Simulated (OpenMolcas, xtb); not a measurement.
**InClF2 (SMILES [F][In]([F])[Cl]): the energy, rung by rung**

InClF2: 4 atoms, total charge 0, spin state singlet. SMILES: `[F][In]([F])[Cl]`. The shape is that of a PBE0-D4/def2-TZVP optimisation.

| atom | x (Å) | y (Å) | z (Å) |
| --- | --- | --- | --- |
| F | 0.5882 | 0.6146 | 1.7496 |
| In | 0.0467 | -0.0405 | 0.0251 |
| F | 0.8315 | -1.7207 | -0.4821 |
| Cl | -1.4109 | 1.0863 | -1.3128 |

Quantity: the energy change with the In2–F3 bond stretched from 1.923 to 3.461 Å, in eV. The values are calculated.

| level | kind | program | value (eV) | less CCSD(T)/def2-SVP |
| --- | --- | --- | --- | --- |
| GFN0-xTB | semi-empirical | xtb | 1.00 | -2.71 |
| HF/def2-SVP (core potential) (restricted) | Hartree–Fock | OpenMolcas | 5.48 | +1.77 |
| SVWN5/def2-SVP (core potential) (restricted) | LDA | OpenMolcas | 4.16 | +0.45 |
| revPBE/def2-SVP (core potential) (restricted) | GGA | OpenMolcas | 3.57 | -0.14 |
| TPSS/def2-SVP (core potential) (restricted) | meta-GGA | OpenMolcas | 3.85 | +0.14 |
| r2SCAN/def2-SVP (core potential) (restricted) | meta-GGA | OpenMolcas | 4.13 | +0.42 |
| PBE0/def2-SVP (core potential) (restricted) | global hybrid | OpenMolcas | 4.40 | +0.69 |
| B2PLYP/def2-SVP (core potential) (restricted) | double hybrid | OpenMolcas | 4.19 | +0.48 |
| MP2/def2-SVP (core potential) (restricted) | perturbation theory | OpenMolcas | 4.78 | +1.07 |
| CCSD(T)/def2-SVP (core potential) (restricted) | coupled cluster or CI | OpenMolcas | 3.71 | 0.00 |

Differences are taken from CCSD(T)/def2-SVP (core potential) (restricted) for orientation; it has basis-set and higher-order errors of its own. At this stretch a single reference begins to fail. The first shape isn't each level's own minimum. The values span 1.00 to 5.48 eV. In the correlated wave-function rows the outer d shell of In is correlated, in sets not made for it.

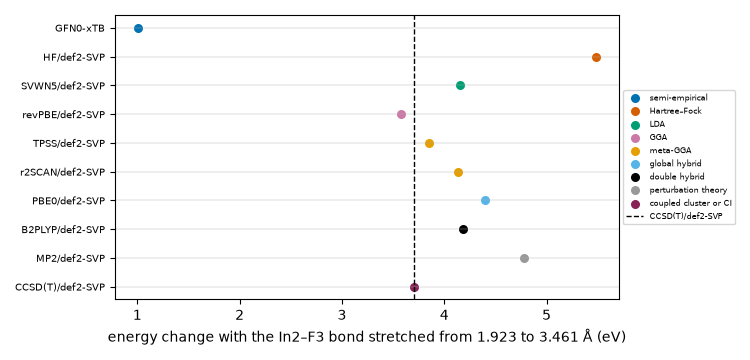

The values of the table, level by level.
